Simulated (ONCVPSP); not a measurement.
```yaml
element: cadmium (Cd)
generator: ONCVPSP 4.0.1
type: optimised norm-conserving Vanderbilt (ONCV)
functional: LDA (Perdew-Wang 92)
relativity: scalar-relativistic
frozen_core: [Ar] 3d10
valence_charge: 20
reference_configuration: 4s2 4p6 4d9 (charge +3)
partial_waves: 4s: rc 1.50 bohr, ncon 4, nbas 9, qcut 7.7 1/bohr, 2 projectors, debl 0.7 Ha; 4p: rc 1.20 bohr, ncon 5, nbas 8, qcut 12.2 1/bohr, 3 projectors, debl 3.1 Ha; 4d: rc 1.75 bohr, ncon 3, nbas 7, qcut 7.9 1/bohr, 2 projectors, debl 2.6 Ha
local_potential: polynomial inside 1.05 bohr (lpopt 5, dvloc0 0 Ha)
core_correction: none
```

In the s channel the program set the typed energies aside and used -5.197, 0.050 Ha. In the p channel the program set the typed energies aside and used -3.761, 0.250, 3.350 Ha.

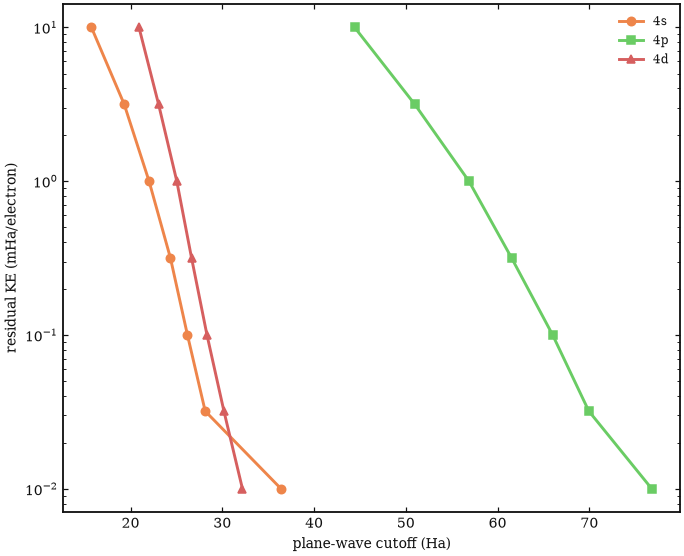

Residual kinetic energy of the pseudo-waves (the first of each channel, and further valence shells) beyond the plane-wave cutoff, as the generator prints it.

**Which wave is the hardest at 1 mHa per electron, and which settings govern it?**

4p, with rc = 1.20 bohr and qcut = 12.2 1/bohr. The optimisation minimises, but can't always remove, the kinetic energy above qcut²/2 = 74.4 Ha, and a larger rc would as a rule soften the wave at some cost in transferability.

**Which cutoffs does the potential need for its occupied states?**

57 Ha for 1 mHa and 66 Ha for 0.1 mHa per electron. The first is set by 4p.

**At which cutoff does each wave reach 1 mHa per electron?**

4p: 57 Ha; 4d: 25 Ha; 4s: 22 Ha.
